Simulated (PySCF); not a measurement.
**Energy and gradient calculation of SnBrF**

SnBrF, computed with MP2/def2-TZVPPD, RHF, core potentials def2-svp (PySCF 2.14.0).

A bond length was changed on purpose from its optimised value. Figures and captions count atoms from 1; the log counts them from 0 in places.

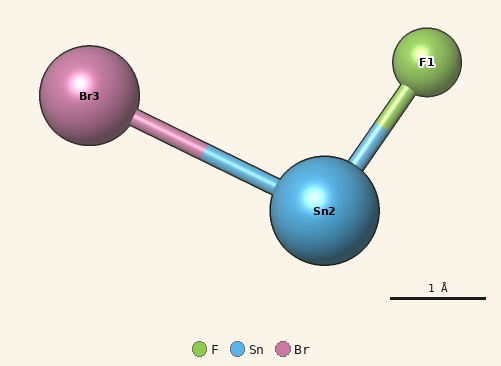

**Figure 1.** The structure as given in the input (ball-and-stick view, seen at a tilt; atoms are numbered from 1 in the order of the input). Sticks mark near contacts.

### Key numbers

- outcome: converged
- total energy: −2886.182077 hartree
- SCF energy: −2885.352057 hartree
- correlation energy: −0.830020 hartree
- basis functions: 153
- largest force: 1.788 eV/Å
- HOMO of the SCF reference: −10.39 eV
- LUMO of the SCF reference: −0.78 eV
- hardware: 1 thread of Arm Neoverse V1, 24 GiB of memory available, shared host
- wall time: 2 min
- peak memory: 2 GiB

### The input (input.py)
```python
import pyscf.grad
from pyscf import gto, mp

system = gto.M(
    atom='''
F     -2.199112     2.357944    -0.963420
Sn    -1.619533    -1.254079    -1.016144
Br     2.964413    -1.230590     1.497419
''',
    ecp={'Sn': 'def2-svp'},
    unit='bohr',
    charge=0,
    spin=0,
    max_memory=1860,
    verbose=4,
    basis='def2-tzvppd',
)

mf = system.RHF()
mf.kernel()

pt = mp.MP2(mf, frozen=14).run()
e_tot = pt.e_tot
print('E(%s) = %.9f' % ('MP2', e_tot))
grad = pt.Gradients().kernel()
```

Launch command:
```bash
OMP_NUM_THREADS=1 python input.py
```

### Output
```
PySCF version 2.14.0

[INPUT] num. atoms = 3
[INPUT] num. electrons = 66
[INPUT] charge = 0
[INPUT] spin (= nelec alpha-beta = 2S) = 0
[INPUT] symmetry False subgroup None
[INPUT] Mole.unit = bohr
[INPUT] Symbol           X                Y                Z      unit          X                Y                Z       unit  Magmom
[INPUT]  1 F     -1.163719954661   1.247770229426  -0.509819908545 AA   -2.199112000000   2.357944000000  -0.963420000000 Bohr   0.0
[INPUT]  2 Sn    -0.857019955933  -0.663630027493  -0.537720247813 AA   -1.619533000000  -1.254079000000  -1.016144000000 Bohr   0.0
[INPUT]  3 Br     1.568699803355  -0.651200183986   0.792400009999 AA    2.964413000000  -1.230590000000   1.497419000000 Bohr   0.0

nuclear repulsion = 248.05505266592
number of shells = 51
number of NR pGTOs = 264
number of NR cGTOs = 153
basis = def2-tzvppd
ecp = {'Sn': 'def2-svp'}

******** <class 'pyscf.scf.hf.RHF'> ********
method = RHF
initial guess = minao
damping factor = 0
level_shift factor = 0
DIIS = <class 'pyscf.scf.diis.CDIIS'>
diis_start_cycle = 1
diis_space = 8
diis_damp = 0
SCF conv_tol = 1e-09
SCF conv_tol_grad = None
SCF max_cycles = 50
direct_scf = True
direct_scf_tol = 1e-13
Set gradient conv threshold to 3.16228e-05
Initial guess from minao.
init E= -2846.52028369512
  HOMO = -0.620906628403332  LUMO = -0.504099201661319  gap/eV = 3.17849
cycle= 1 E= -2884.84441536183  delta_E= -38.3  |g|= 2.03  |ddm|= 31.4
  HOMO = -0.273106439595637  LUMO = 0.0345349374961055  gap/eV = 8.37135
cycle= 2 E= -2885.23619380473  delta_E= -0.392  |g|= 0.934  |ddm|= 4.36
  HOMO = -0.366346829754919  LUMO = -0.0310704734726595  gap/eV = 9.12333
cycle= 3 E= -2885.34870727735  delta_E= -0.113  |g|= 0.131  |ddm|= 1.06
  HOMO = -0.381898180037445  LUMO = -0.0298779355081601  gap/eV = 9.57896
cycle= 4 E= -2885.35158840154  delta_E= -0.00288  |g|= 0.0463  |ddm|= 0.156
  HOMO = -0.381275275594568  LUMO = -0.0289862489499074  gap/eV = 9.58627
cycle= 5 E= -2885.35195366304  delta_E= -0.000365  |g|= 0.0106  |ddm|= 0.0404
  HOMO = -0.38196468708017  LUMO = -0.0290903472342745  gap/eV = 9.60220
cycle= 6 E= -2885.35204262271  delta_E= -8.9e-05  |g|= 0.00472  |ddm|= 0.0299
  HOMO = -0.382136100855487  LUMO = -0.0289509161394576  gap/eV = 9.61066
cycle= 7 E= -2885.3520544717  delta_E= -1.18e-05  |g|= 0.00123  |ddm|= 0.0099
  HOMO = -0.381982933968395  LUMO = -0.0288899530718924  gap/eV = 9.60815
cycle= 8 E= -2885.3520567373  delta_E= -2.27e-06  |g|= 0.000374  |ddm|= 0.00467
  HOMO = -0.381983014369329  LUMO = -0.0288457892185287  gap/eV = 9.60935
cycle= 9 E= -2885.35205692525  delta_E= -1.88e-07  |g|= 0.000135  |ddm|= 0.00135
  HOMO = -0.381965678067411  LUMO = -0.0288424686884365  gap/eV = 9.60897
cycle= 10 E= -2885.35205693685  delta_E= -1.16e-08  |g|= 3.12e-05  |ddm|= 0.000312
  HOMO = -0.381962040441245  LUMO = -0.0288432981656268  gap/eV = 9.60885
cycle= 11 E= -2885.352056938  delta_E= -1.15e-09  |g|= 9.54e-06  |ddm|= 0.000118
  HOMO = -0.381962449219  LUMO = -0.0288431276165978  gap/eV = 9.60887
cycle= 12 E= -2885.35205693807  delta_E= -7.14e-11  |g|= 3e-06  |ddm|= 2.29e-05
  HOMO = -0.38196228135256  LUMO = -0.0288433097650052  gap/eV = 9.60886
```

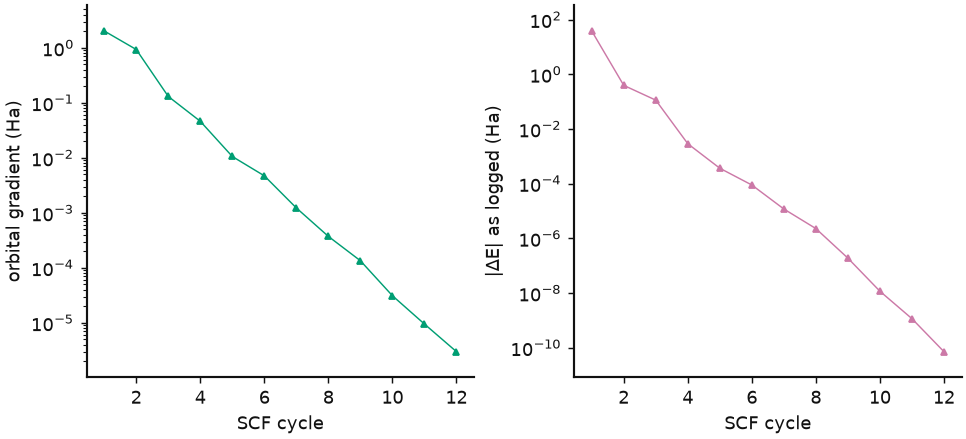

**Figure 2.** Convergence of the self-consistent field: orbital gradient and size of the energy change against the SCF cycle. The residual falls at every step.

```
Extra cycle  E= -2885.35205693808  delta_E= -5e-12  |g|= 1.5e-06  |ddm|= 5.5e-06
converged SCF energy = -2885.35205693808

******** <class 'pyscf.mp.mp2.RMP2'> ********
nocc = 19, nmo = 139
frozen orbitals 14
E(RMP2) = -2886.18207718556  E_corr = -0.830020247485291
E(SCS-RMP2) = -2886.12556549578  E_corr = -0.773508557697366
E_corr(same-spin) = -0.25674892994421
E_corr(oppo-spin) = -0.57327131754108
E(MP2) = -2886.182077186
--------------- RMP2 gradients ---------------
         x                y                z
0 F    -0.0000569788     0.0036489315     0.0003427954
1 Sn    -0.0300903512    -0.0042198542    -0.0169164805
2 Br     0.0301473300     0.0005709227     0.0165736850
----------------------------------------------
```

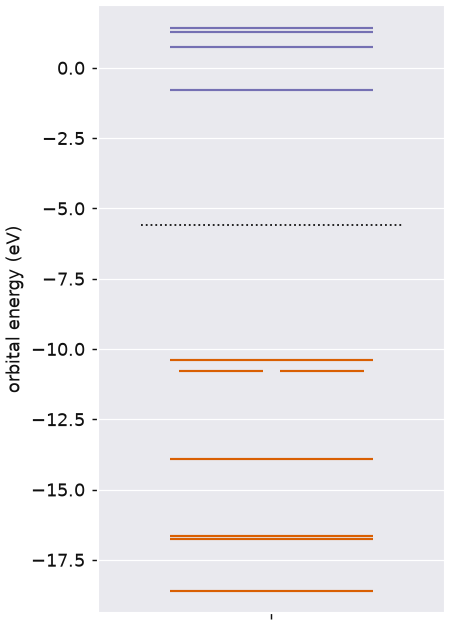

**Figure 3.** Orbital energies near the frontier (SCF reference); the dotted line parts filled from empty levels, and levels within 0.02 eV of each other stand side by side. Highest filled −10.39 eV, lowest empty −0.78 eV, 9.61 eV apart.
